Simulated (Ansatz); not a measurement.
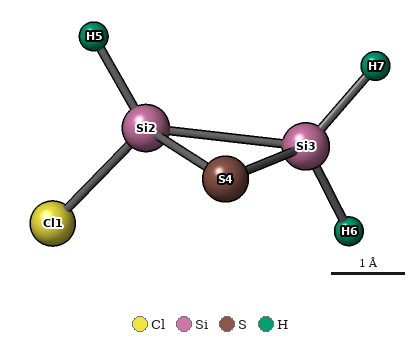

The structure (ball-and-stick view, seen at a tilt; atoms are numbered from 1 in the order of the input). Bond lengths as drawn: Cl–Si 2.05 Å, H–Si 1.48 Å, Si–Si 2.24 Å and S–Si 2.13 to 2.17 Å.

Single-point calculation of Si₂H₃SCl

The run: single-point calculation of Si₂H₃SCl, SMILES Cl[SiH]1[SiH2]S1. Method and program: RKS PBE0-D4/def2-TZVPP (Ansatz 0.2.0).

The geometry comes from this level: PBE0-D4/def2-TZVP.

**Log**
```
Functional definition: PBE0
  name "PBE0"
  cite "Adamo & Barone, J. Chem. Phys. 110, 6158 (1999) doi:10.1063/1.478522"
  cite "Perdew, Burke & Ernzerhof, Phys. Rev. Lett. 77, 3865 (1996) doi:10.1103/PhysRevLett.77.3865"
  parent pbe
  parameter a = 0.25
  parameter kappa = 0.804
  parameter beta = 0.06672455060314922
  exchange = (1 - a)*pbe_x(kappa = kappa, mu = beta*pi^2/3) + a*exact_x
  correlation = pbe_c(beta = beta)
1399 factors; their error is unknown
mean field evaluation 1: about -39150.0989 eV, gradient 1.8e1 eV
mean field evaluation 2: about -39150.3215 eV, gradient 1.7e1 eV
mean field evaluation 4: about -39150.9860 eV, gradient 1.1e0 eV
mean field evaluation 8: about -39151.0618 eV, gradient 1.6e-1 eV
mean field evaluation 16: about -39151.0618 eV, gradient 6.5e-5 eV
mean field -39151.06179113 eV, -1438.7749832814 hartree, gradient 6.5e-5 eV, S^2 0.000000; 0 other end points of the search recorded, 0 dependent functions left out
reference -39151.06182258 eV, -1438.7749844370 hartree; 32, 32 occupied and 178, 178 virtual orbitals, 1399 factors
Total energy: -39151.26595529 eV, -1438.7824861756 hartree
```

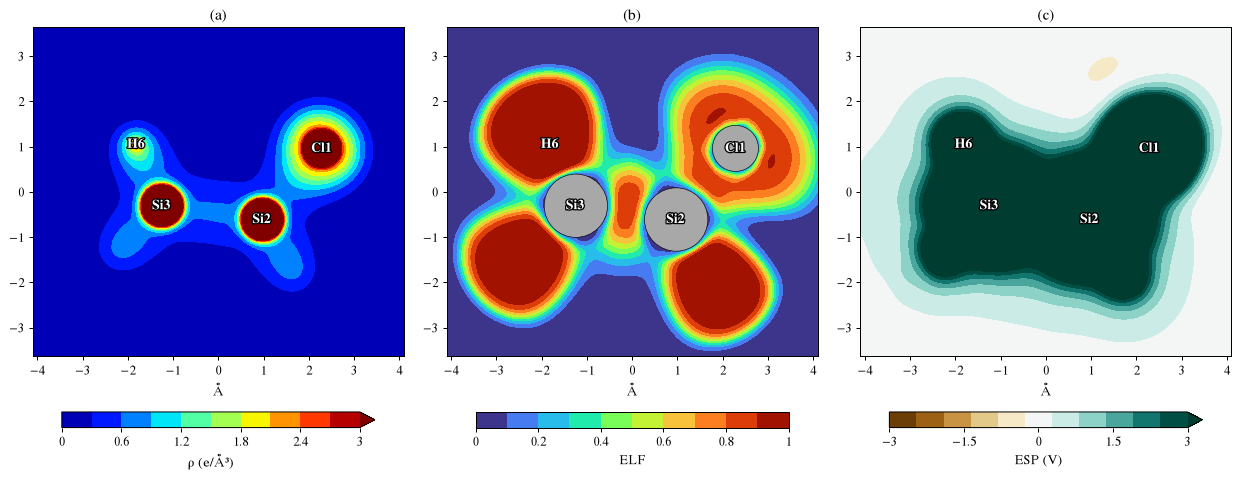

(a) electron density; (b) electron localisation function; (c) electrostatic potential on the plane of atoms Si2, Si3 and H6. Grey discs, where drawn, cover atomic cores. The section cuts through Cl, Si and H sites.

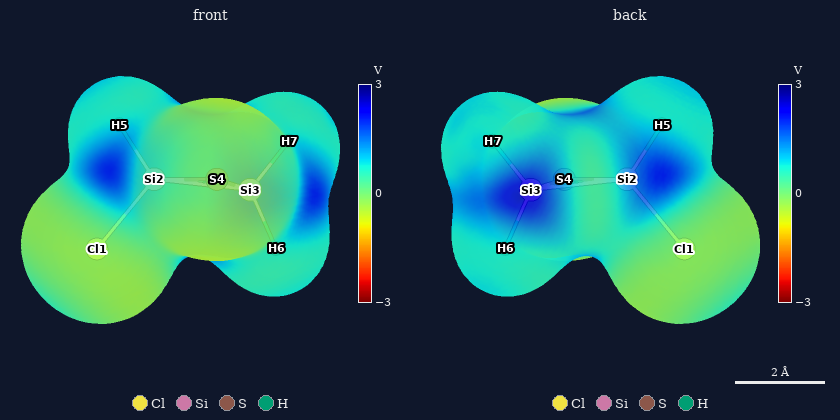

The molecular electrostatic potential painted on the density surface at 0.004 e/bohr³, seen at a tilt and from behind; the colour scale runs from red (negative) to blue (positive). A positive charge is drawn to the negative regions and a negative charge to the positive ones.

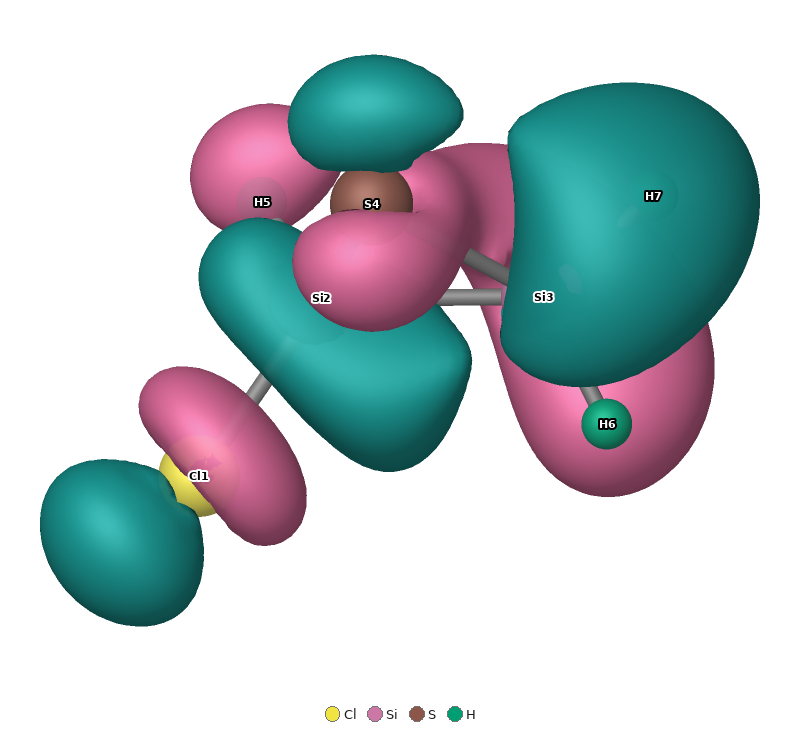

The LUMO at ±0.08 Å⁻³ᐟ² (teal and pink are the two phases), seen at a tilt. Its weight (Hirshfeld) is mainly on Si3 (40 %), Si2 (25 %), Cl1 (15 %) and S4 (10 %). Its energy is −0.79 eV.

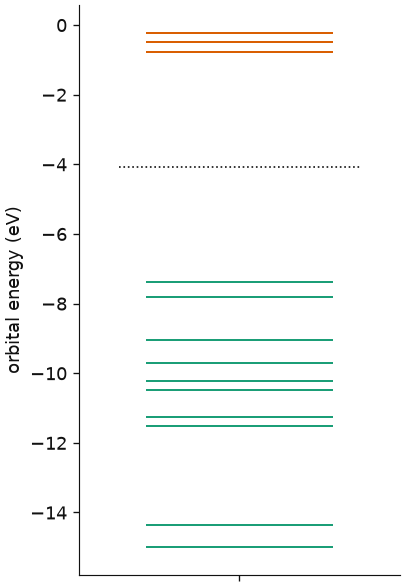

Orbital energies near the frontier; the dotted line parts filled from empty levels, and levels within 0.02 eV of each other stand side by side. Highest filled −7.39 eV, lowest empty −0.79 eV, 6.60 eV apart.

This output came from the following input.

**Input file**
```yaml
crystal:
  periodic: [false, false, false]
  atoms:
    - {symbol: Cl, position_ang: [-2.567150, 0.858745, 0.246590]}
    - {symbol: Si, position_ang: [-0.763378, 0.414670, -0.612213]}
    - {symbol: Si, position_ang: [0.836138, -0.689417, 0.497023]}
    - {symbol: S, position_ang: [0.937222, 1.445724, 0.147560]}
    - {symbol: H, position_ang: [-0.938499, 0.458712, -2.077277]}
    - {symbol: H, position_ang: [0.655589, -1.075860, 1.915215]}
    - {symbol: H, position_ang: [1.901379, -1.480675, -0.162498]}
basis:
  gaussian: {orbitals: def2-TZVPP}
hamiltonian: {xc: pbe0, dispersion: d4}
output: {orbitals: {seedname: orbitals}}
```

Command:
```bash
ansatz run in.yaml --threads 2 --pin off --events-out ev --progress --plain --max-ram 4352MiB
```

**Summary**

| quantity | value |
| --- | --- |
| outcome | converged |
| total energy | −39151.2660 eV |
| mean-field energy | −39151.0618 eV |
| dispersion energy | −0.2041 eV |
| SCF solution under orbital rotations | stable |
| HOMO | −7.39 eV |
| LUMO | −0.79 eV |
| hardware | 2 threads of Arm Neoverse N1, 23 GiB of memory available, shared host |
| wall time | 7.5 s (CPU time 14 s) |
| peak memory | 0.55 GiB |
